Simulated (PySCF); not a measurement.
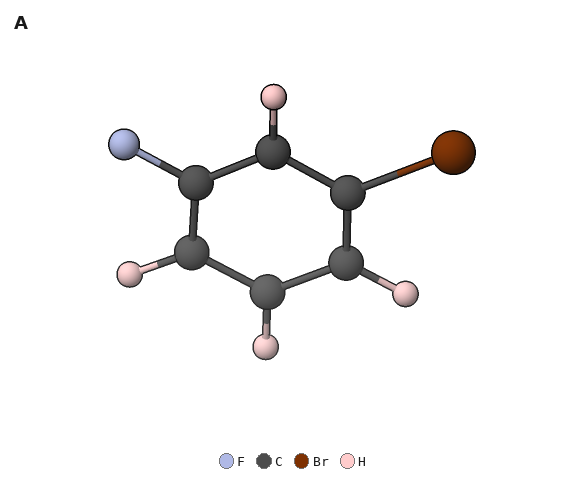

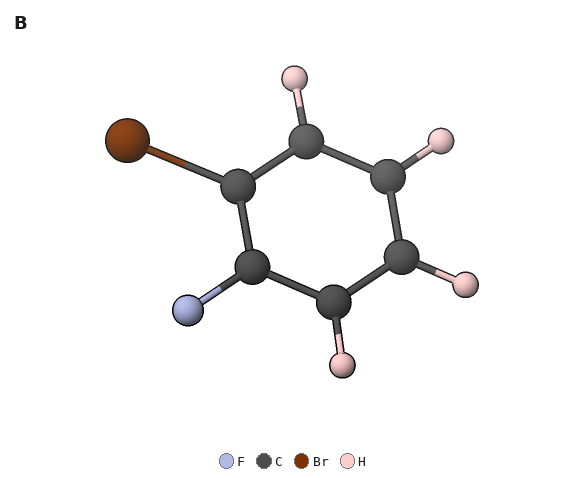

2 stationary structures of one formula. Geometries: PBE0-D3(BJ)/def2-SVP. Electronic energies: PBE0-D3(BJ)/def2-SVP (PySCF 2.14.0), without zero-point energy. No frequency run is at hand to confirm each as a minimum.

Question: Are they conformers, stereoisomers or constitutional isomers?

Answer: They are constitutional isomers of C6H4BrF: A `Fc1cccc(Br)c1`, B `Fc1ccccc1Br`.

Question: Which is lowest in energy, and by how much?

Answer: A is lowest; B lies 5.6 kJ/mol above it.
